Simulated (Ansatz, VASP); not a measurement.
# Cross-check of BiP between VASP and Ansatz

Wanted: the spread between two codes on one cell, functional and k mesh. The cell is invented: As first built, before any earlier steps moved the atoms: it takes the Bi structure with some of its atoms replaced by other elements, volume scaled by an estimate. It may not be a known or stable phase. The cell comes out of the VASP series on this material, whose earlier steps may have relaxed, scaled or displaced it; both programs get it as it stands.

Program: Ansatz 0.2.0. Level of theory: plane waves, with VASP 6.6.1 beside it; band structure at r2SCAN. Results are calculated unless marked as measured.

### Step 1. The structure

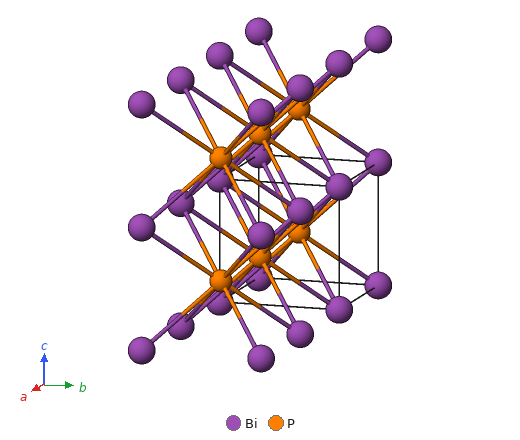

Start, viewed slightly off an axis; bismuth purple, phosphorus orange. 3×1×2 cells are drawn. Some periodic images of atoms are drawn too.

### Step 2. VASP: band structure, r2SCAN

The same path points are solved in both programs, so levels can be compared one by one.

Lines of VASP's logs that name or quote its potential files are left out, and so is its time.

INCAR reads:

```
SYSTEM = BiP
PREC = Accurate
ENCUT = 400
EDIFF = 1E-06
NELM = 100
ISMEAR = 0
SIGMA = 0.02
LREAL = .FALSE.
ALGO = Normal
METAGGA = R2SCAN
LASPH = .TRUE.
NBANDS = 22
LORBIT = 11
LWAVE = .FALSE.
LCHARG = .FALSE.
KPAR = 4
```

POSCAR reads:

```
BiP
1.0
    3.5971690000      0.0000000000      0.0000000000
    0.0000000000      3.5971690000      0.0000000000
    0.0000000000      0.0000000000      3.5971690000
Bi P
1 1
Direct
    0.0000000000      0.0000000000      0.0000000000
    0.5000000000      0.5000000000      0.5000000000
```

KPOINTS reads:

```
Automatic mesh
0
Gamma
4 4 4
0 0 0
```

KPOINTS_OPT reads:

```
Line mode
16
Line-mode
Reciprocal
  0.00000000   0.00000000   0.00000000 GAMMA
  0.00000000   0.50000000   0.00000000 X

  0.00000000   0.50000000   0.00000000 X
  0.50000000   0.50000000   0.00000000 M

  0.50000000   0.50000000   0.00000000 M
  0.00000000   0.00000000   0.00000000 GAMMA

  0.00000000   0.00000000   0.00000000 GAMMA
  0.50000000   0.50000000   0.50000000 R

  0.50000000   0.50000000   0.50000000 R
  0.00000000   0.50000000   0.00000000 X

  0.50000000   0.50000000   0.00000000 M
  0.50000000   0.50000000   0.50000000 R
```

Potentials, in the order of the species: Bi_d and P (PBE family, release 64).

Run with:

```console
$ mpirun -np 4 vasp_std
```

Numbers of over 12 decimals in the logs are rounded to 6 here.

The log of the run:

```text
[banner, memory and clock lines left out]
running    4 mpi-ranks, on    1 nodes
 distrk:  each k-point on    1 cores,    4 groups
 distr:  one band on    1 cores,    1 groups

 POSCAR found type information on POSCAR BiP
 POSCAR found :  2 types and       2 ions
|                                                                             |
|               ----> ADVICE to this user running VASP <----                  |
|                                                                             |
|     You enforced a specific xc type in the INCAR file but a different       |
|     [... a line on the potential file left out ...]
|     I HOPE YOU KNOW WHAT YOU ARE DOING!                                     |
|                                                                             |

 LDA part: xc-table for (None), standard interpolation
 POSCAR, INCAR and KPOINTS ok, starting setup
 FFT: planning ... GRIDC
 FFT: planning ... GRID_SOFT
 FFT: planning ... GRID
 WAVECAR not read
 entering main loop
       N       E                     dE             d eps       ncg     rms          rms(c)
DAV:   1     0.924150269314E+02    0.92415E+02   -0.83158E+03   446   0.841E+02
DAV:   2    -0.594549322871E+02   -0.15187E+03   -0.14620E+03   472   0.283E+02
DAV:   3    -0.706631149999E+02   -0.11208E+02   -0.11129E+02   560   0.738E+01
DAV:   4    -0.709209948544E+02   -0.25788E+00   -0.25757E+00   540   0.117E+01
DAV:   5    -0.709309726594E+02   -0.99778E-02   -0.99772E-02   632   0.215E+00    0.307E+00
DAV:   6    -0.663235544445E+02    0.46074E+01   -0.11518E+00   526   0.129E+01    0.187E+00
DAV:   7    -0.663327767162E+02   -0.92223E-02   -0.51572E-02   554   0.166E+00    0.112E+00
DAV:   8    -0.663384727961E+02   -0.56961E-02   -0.15784E-02   690   0.126E+00    0.135E-01
DAV:   9    -0.663385827695E+02   -0.10997E-03   -0.11045E-03   622   0.338E-01    0.709E-02
DAV:  10    -0.663388192327E+02   -0.23646E-03   -0.78676E-04   658   0.231E-01    0.380E-02
DAV:  11    -0.663387937127E+02    0.25520E-04   -0.45824E-05   596   0.685E-02    0.275E-02
DAV:  12    -0.663387767438E+02    0.16969E-04   -0.12623E-04   620   0.132E-01    0.781E-03
DAV:  13    -0.663387750371E+02    0.17067E-05   -0.55782E-06   588   0.245E-02    0.374E-03
DAV:  14    -0.663387749490E+02    0.88125E-07   -0.50319E-07   316   0.678E-03
   1 F= -.66338775E+02 E0= -.66338754E+02  d E =-.428052E-04
 Start KPOINTS_OPT (optional k-point list driver)
k-point batch [1-10\96]
       N       E                     dE             ncg
DAV:   1     0.411306785394E+03   -0.52643E+03      440
DAV:   2    -0.120369701133E+04   -0.16150E+04      472
DAV:   3    -0.132832154903E+04   -0.12462E+03      522
DAV:   4    -0.133143834699E+04   -0.31168E+01      550
DAV:   5    -0.133156456443E+04   -0.12622E+00      608
DAV:   6    -0.133156629118E+04   -0.17268E-02      580
DAV:   7    -0.133156635244E+04   -0.61262E-04      652
DAV:   8    -0.133156635294E+04   -0.50503E-06      432
[...]
k-point batch [91-96\96]
       N       E                     dE             ncg
DAV:   1     0.292259593236E+04   -0.43786E+04      272
DAV:   2     0.203657745457E+04   -0.88602E+03      264
DAV:   3     0.197166486906E+04   -0.64913E+02      392
DAV:   4     0.197043111781E+04   -0.12338E+01      362
DAV:   5     0.197038525763E+04   -0.45860E-01      400
DAV:   6     0.197038493134E+04   -0.32629E-03      378
DAV:   7     0.197038492022E+04   -0.11126E-04      402
DAV:   8     0.197038492016E+04   -0.62453E-07      322
```

OUTCAR, selected parts (step 2):

```text
ion  position               nearest neighbor table
   1  0.000  0.000  0.000-   2 3.12   2 3.12   2 3.12   2 3.12   2 3.12   2 3.12   2 3.12   2 3.12

  LATTYP: Found a simple cubic cell.
 ALAT       =     3.5971690000

 Subroutine GETGRP returns: Found 48 space group operations
 (whereof 48 operations were pure point group operations)

The static configuration has the point symmetry O_h .

 Found     10 irreducible k-points:

   k-points           NKPTS =     10   k-points in BZ     NKDIM =     10   number of bands    NBANDS=     22

   dimension x,y,z NGX =    24 NGY =   24 NGZ =   24
   dimension x,y,z NGXF=    48 NGYF=   48 NGZF=   48

   ENCUT  =  400.0 eV  29.40 Ry    5.42 a.u.   5.87  5.87  5.87*2*pi/ulx,y,z

   NELECT =      20.0000    total number of electrons

 k-points in reciprocal lattice and weights: Automatic mesh
   0.00000000  0.00000000  0.00000000       0.016
   0.25000000  0.00000000  0.00000000       0.094
   0.50000000  0.00000000  0.00000000       0.047
   0.25000000  0.25000000  0.00000000       0.188
   0.50000000  0.25000000  0.00000000       0.188
   0.50000000  0.50000000  0.00000000       0.047
   0.25000000  0.25000000  0.25000000       0.125
   0.50000000  0.25000000  0.25000000       0.188
   0.50000000  0.50000000  0.25000000       0.094
   0.50000000  0.50000000  0.50000000       0.016

 average (electrostatic) potential at core
       1-109.7530       2 -83.9697

 E-fermi :   7.8817

 k-point     1 :       0.0000    0.0000    0.0000
  band No.  band energies     occupation
    ...
      6      -6.6546      2.00000
      7       0.9541      2.00000
      8       5.8329      2.00000
      9       5.8329      2.00000
     10       5.8329      2.00000
     11      12.2186      0.00000
     12      12.2186      0.00000
     13      14.0501      0.00000
     14      14.0501      0.00000
     15      14.0501      0.00000
    ...

 k-point     2 :       0.2500    0.0000    0.0000
  band No.  band energies     occupation
    ...
      6      -5.9269      2.00000
      7      -0.7439      2.00000
      8       5.9523      2.00000
      9       6.5594      2.00000
     10       6.5594      2.00000
     11      11.0632      0.00000
     12      12.1477      0.00000
     13      12.1477      0.00000
     14      12.7614      0.00000
     15      15.9219      0.00000
    ...

 k-point     3 :       0.5000    0.0000    0.0000
  band No.  band energies     occupation
    ...
      4     -15.7023      2.00000
      5     -15.6739      2.00000
      6      -4.1696      2.00000
      7      -3.3533      2.00000
      8       7.6051      2.00000
      9       7.9177      0.01086
     10       7.9757      0.00000
     11       7.9757      0.00000
     12       9.8428      0.00000
     13       9.8428      0.00000
    ...

  Total       -0.2457438     -0.2457438     -0.2457438      0.0000000      0.0000000     -0.0000000
  in kB       -8.4588370     -8.4588370     -8.4588370      0.0000000      0.0000000     -0.0000000
  external PRESSURE =      -8.4588370 kB  Pullay stress =       0.0000000 kB

  energy-cutoff  :      400.00
  volume of cell :       46.55
      direct lattice vectors                 reciprocal lattice vectors
     3.597169000  0.000000000  0.000000000     0.277996391  0.000000000  0.000000000
     0.000000000  3.597169000  0.000000000     0.000000000  0.277996391  0.000000000
     0.000000000  0.000000000  3.597169000     0.000000000  0.000000000  0.277996391

 POSITION                                       TOTAL-FORCE (eV/Angst)
 -----------------------------------------------------------------------------------
      0.00000      0.00000      0.00000         0.000000      0.000000      0.000000
      1.79858      1.79858      1.79858         0.000000      0.000000      0.000000
 -----------------------------------------------------------------------------------
    total drift:                                0.000000      0.000000      0.000000

  FREE ENERGIE OF THE ION-ELECTRON SYSTEM (eV)
  ---------------------------------------------------
  free  energy   TOTEN  =       -66.3387749490 eV

  energy  without entropy=      -66.3387321438  energy(sigma->0) =      -66.33875355

 total charge
# of ion       s       p       d       tot
------------------------------------------
    1        1.572   1.146   9.936  12.654
    2        1.103   1.269   0.000   2.372
--------------------------------------------------
tot          2.675   2.415   9.936  15.026

[... 3 further parts left out ...]
```

The run ends at a pressure of -0.85 GPa.

### Step 3. Ansatz: band structure, r2SCAN

Ansatz runs on its default PAW (the set named soft_2) files.

The same cell, functional, mesh and smearing now go to Ansatz, which takes its cutoff from its data sets.

input.yaml reads:

```yaml
crystal:
  lattice:
    - [3.597169, 0.0, 0.0]
    - [0.0, 3.597169, 0.0]
    - [0.0, 0.0, 3.597169]
  atoms:
    - { symbol: Bi, position: [0.0, 0.0, 0.0] }
    - { symbol: P, position: [0.5, 0.5, 0.5] }
hamiltonian:
  xc: r2scan
  pseudopotentials: { kind: paw }
kpoints:
  mp_grid: { grid: [4, 4, 4] }
  band_path:
    path:
      - [0.0, 0.0, 0.0]
      - [0.0, 0.1, 0.0]
      - [0.0, 0.2, 0.0]
      - [0.0, 0.3, 0.0]
      - [0.0, 0.43333, 0.0]
      - [0.0, 0.5, 0.0]
      - [0.1, 0.5, 0.0]
      - [0.2, 0.5, 0.0]
      - [0.33333, 0.5, 0.0]
      - [0.43333, 0.5, 0.0]
      - [0.5, 0.5, 0.0]
      - [0.36667, 0.36667, 0.0]
      - [0.26667, 0.26667, 0.0]
      - [0.16667, 0.16667, 0.0]
      - [0.06667, 0.06667, 0.0]
      - [0.03333, 0.03333, 0.03333]
      - [0.13333, 0.13333, 0.13333]
      - [0.23333, 0.23333, 0.23333]
      - [0.33333, 0.33333, 0.33333]
      - [0.46667, 0.46667, 0.46667]
      - [0.46667, 0.5, 0.46667]
      - [0.36667, 0.5, 0.36667]
      - [0.23333, 0.5, 0.23333]
      - [0.13333, 0.5, 0.13333]
      - [0.03333, 0.5, 0.03333]
      - [0.5, 0.5, 0.03333]
      - [0.5, 0.5, 0.16667]
      - [0.5, 0.5, 0.26667]
      - [0.5, 0.5, 0.36667]
      - [0.5, 0.5, 0.5]
    npoints: 1
scf:
  occupations: { method: gaussian, width: 0.02 }
  n_extra_bands: 7
output:
  forces: true
  stress: true
  eigenvalues: true
  write_density: true
  write_potential: true
  elf: true
  volumetric_format: npy
```

Run with:

```console
$ ansatz run input.yaml --threads 2 --pin off --max-ram 4608MiB --backend cpu --events-out ev --progress --plain --runs-dir out
```

The log of the run:

```text
scf.n_extra_bands = 7 over 10 filled bands (N_el = 20.0): the run solves 17 bands
Engine: ansatz 0.2.0, aarch64-unknown-linux-gnu
Pseudopotentials: kind: paw
Pseudopotential: Bi, paw, valence charge 15, recommended cutoff 500 eV (meta_gga), Bi.paw.azcp
Pseudopotential: P, paw, valence charge 5, recommended cutoff 500 eV (meta_gga), P.paw.azcp
Functional definition: r2SCAN
  parameter k0 = 0.174
  parameter k1 = 0.065
  parameter a1 = 4.9479
  exchange = r2scan_x(k0 = k0, k1 = k1, a1 = a1)
  correlation = r2scan_c
Crystal: 2 atoms, lattice volume = 46.546 Å³
Basis set: ecut = 500 eV, 1213 PW (Γ), exchange–correlation on 108×108×108 points (64 copies of the dense FFT grid, shifted against one another)
Bands: 17, of which v1, the nominal top of the filled ones, is band 10 counted from 1 (9 counted from 0)
Symmetry: 48 space group operations
Space group: Pm-3m (ITA 221), of the structure as read, at distance tolerance 3.6e-5 Å
k-points: 10 of 64
Non-local potential: Bi, projectors of the file, l = 0: 2, l = 1: 2, l = 2: 2, l = 3: 2
Non-local potential: P, projectors of the file, l = 0: 2, l = 1: 2, l = 2: 2
PAW form: soft (Blöchl's): semilocal exchange-correlation on the pseudo side does not see the compensation charge
PAW frozen core: Bi, regenerated for the run's functional (the file was generated under x = pbe(κ = 0.804, μ = 0.219515), c = pbe(β = 0.066725))
PAW frozen core: P, regenerated for the run's functional (the file was generated under x = pbe(κ = 0.804, μ = 0.219515), c = pbe(β = 0.066725))
PAW one-centre angular grid: Bi, 590 points (default); XC on 160 Gauss nodes
PAW one-centre angular grid: P, 302 points (default); XC on 160 Gauss nodes
Initial density: superposition of atomic densities (neutral atoms: chi_scale 0, normalization atom), corrected by the library's trained network
Initial wavefunctions: pseudopotential atomic-orbital guess
Functional: x = r2scan, c = r2scan; τ floored in thin density (d = 2e-4 eV/Å³)
SCF iter   1: F=—  HF=-13169.105813 eV  |F-HF|=—  |Δ(HF+E_count)|=         —  Δρ=8.64e-3  dr2=8.63e-2  dr2_τ=1.60e-3  ethr=1.77e-3  ⟨swp⟩=6.1  Hψ=985  notcnv=0
preconditioner: auto → none  [insulator: Δε(μ)=0.136 eV  Ē_g=21.758 eV  σ=0.020 eV  W_gap=1.00  n_scr=6 (ndim 8)  ℏωp=24.3 eV  f_vac=0.000  D(μ)=0.00/eV (n_scr^D=0)  ε∞_Penn≈2.3]
SCF iter   2: F=—  HF=-13169.102976 eV  |F-HF|=—  |Δ(HF+E_count)|=   2.84e-3  Δρ=4.45e-3  dr2=2.24e-2  dr2_τ=9.76e-4  ethr=4.32e-4  ⟨swp⟩=3.4  Hψ=372  notcnv=0  defer=21
SCF iter   3: F=—  HF=-13169.098949 eV  |F-HF|=—  |Δ(HF+E_count)|=   4.03e-3  Δρ=1.19e-3  dr2=5.63e-4  dr2_τ=3.89e-5  ethr=1.12e-4  ⟨swp⟩=2.7  Hψ=239  notcnv=0  defer=21
SCF iter   4: F=—  HF=-13169.099746 eV  |F-HF|=—  |Δ(HF+E_count)|=   7.98e-4  Δρ=6.47e-4  dr2=3.77e-4  dr2_τ=1.07e-5  ethr=2.81e-6  ⟨swp⟩=2.5  Hψ=274  notcnv=0  defer=21
SCF iter   5: F=—  HF=-13169.099668 eV  |F-HF|=—  |Δ(HF+E_count)|=   7.81e-5  Δρ=3.58e-4  dr2=1.28e-4  dr2_τ=1.20e-6  ethr=1.89e-6  ⟨swp⟩=1.0  Hψ=149  notcnv=0  defer=21
SCF iter   6: F=—  HF=-13169.099633 eV  |F-HF|=—  |Δ(HF+E_count)|=   3.55e-5  Δρ=8.39e-5  dr2=7.12e-6  dr2_τ=6.14e-8  ethr=6.39e-7  ⟨swp⟩=1.7  Hψ=159  notcnv=0  defer=21
SCF iter   7: F=—  HF=-13169.099630 eV  |F-HF|=—  |Δ(HF+E_count)|=   2.73e-6  Δρ=5.48e-6  dr2=2.44e-8  dr2_τ=5.48e-10  ethr=5.00e-10  ⟨swp⟩=14.8  Hψ=1450  notcnv=0
SCF iter   8: F=-13169.099630 eV  HF=-13169.099630 eV  |F-HF|=2.29e-10  |Δ(HF+E_count)|=   4.26e-9  Δρ=6.57e-7  dr2=3.97e-10  dr2_τ=5.41e-12  ethr=1.22e-10  ⟨swp⟩=6.7  Hψ=818  notcnv=0
SCF 1 converged in 8 iterations: F = -13169.099630 eV  dr2 = 3.97e-10
  greatest PAW one-centre occupation: 0.987 electrons in one spin orbital (limit 2), on the Bi atom at site 0 (counted from 0), in its partial waves of l = 2
NSCF: frozen V_eff on 30 k-points
SCF converged after 8 iterations
Free energy (F): -13169.099630 eV
Harris-Foulkes:  -13169.099630 eV  (|F-HF|=2.29e-10)
Internal energy: -13169.099606 eV  (E = F + TS)
E sigma→0 (E₀):  -13169.099618 eV
Entropy (-TS):   -0.000024 eV (-0.012 meV/atom)
Fermi energy:    10.885096 eV
--- Per-component energies (eV) ---
  E_band       = -77.592355
  E_kinetic    = 368.332552
  E_local      = -1489.869181  (includes V_loc(G=0)·N_el)
  E_nonlocal   = 595.289665
  E_hartree    = 479.181143
  E_xc         = -198.689059
  E_vxc        = -220.739332  (∫ρ·V_xc dr)
  E_paw        = -11263.634692  (= ΣΔE_a)
  E_vpaw       = -302.686905  (= ΣTr[D̂ρ^β])
  E_aug_tail   = -0.000264  (compensation charges beyond the density's cutoff)
  E_vtau       = 13.718506  (kinetic-family band-sum trace: ∫τ·v_τ [+ j·A + Jᵃ·Aᵃ] dr)
  E_ewald      = -1660.494476
  E_core_change = 0.784705  (= ΣΔE_core)
  E_smearing   = -0.000024  (= −TS)
  E_closure    = 0.000000  (closes the sum)
  Σ components = -13169.099630   (vs F -13169.099630, Δ=0.00e0)
--- Forces (eV/Å), atoms counted from 1 ---
  atom   1  Bi    -0.00000000    -0.00000000     0.00000000
  atom   2  P     -0.00000000    -0.00000000     0.00000000
  max |Σ_I F_I| component: 9.86e-31 eV/Å
--- Stress (GPa, compression-positive) ---
       -0.826408       0.000000       0.000000
        0.000000      -0.826408       0.000000
        0.000000       0.000000      -0.826408
  P = ⅓ Tr σ = -0.8264 GPa (-8.264 kbar)
--- Band table (eV; the first three rows and the last of 10) ---
  k-point 0: bands = [... 6 lower, 3.9782, 8.8317, 8.8317, 8.8317, 15.1892, 15.1892, 17.0607, 17.0607, ... 3 higher]
  k-point 1: bands = [... 6 lower, 2.2714, 8.9575, 9.5585, 9.5585, 14.0721, 15.1476, 15.1476, 15.7264, ... 3 higher]
  k-point 2: bands = [... 6 lower, -0.3512, 10.6171, 10.9243, 10.9771, 10.9771, 12.8377, 12.8377, 16.7010, ... 3 higher]
  k-point 9: bands = [... 6 lower, 1.8041, 8.1391, 8.1391, 8.1391, 8.4341, 8.4341, 8.4341, 26.7746, ... 3 higher]
```

The job ended after 3.8 s (2 threads of Arm Neoverse N1, shared host; peak memory 0.37 GiB; 6.7 s of CPU time).

### Step 4. Side by side

Known differences besides the PAW data sets themselves: VASP keeps PBE cores, Ansatz makes them for the functional; the cutoff is 500 eV in Ansatz and 400 eV in VASP. Total energies have different zeros and are not compared.

The two programs side by side:

```csv
quantity,Ansatz,VASP,difference
pressure (GPa),-0.83,-0.85,+0.02
```

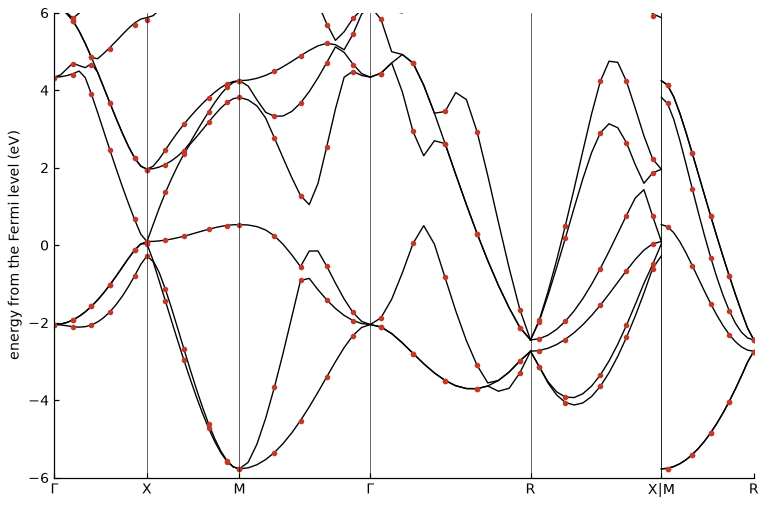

Bands from VASP (lines) and levels from Ansatz (dots). Dots without a line are higher empty bands that the VASP plot leaves out.

Levels from 3 eV below to 2 eV above the Fermi level differ by 5 meV r.m.s. and 8 meV at most; each VASP level is matched to the nearest of Ansatz, which flatters the figure a little. Ansatz's pressure holds a Pulay correction of 0.02 GPa; VASP's holds none.

### Step 5. Results

| Quantity | Value |
| --- | --- |
| r.m.s. difference of levels near the Fermi level (band structure, r2SCAN) | 5.3 meV |

What this shows: The r.m.s. difference of levels near the Fermi level is 5.3 meV (band structure, r2SCAN), within the 80 meV picked in this series as the mark of a large difference. How closely two codes agree says nothing of how well the functional describes the real material.

[Lines on the potential files, build, host, timing and source positions are cut from VASP's logs without a mark.]

[Logs are printed without paths, hosts, clocks, repeated set-up lines and the standing remarks that a program may print on its own settings, such as how far it seeks lower states.]

[Hosts, paths, dates, database ids (printed as entryN), source tags and the programs' standing remarks are cut or masked in the printed files.]
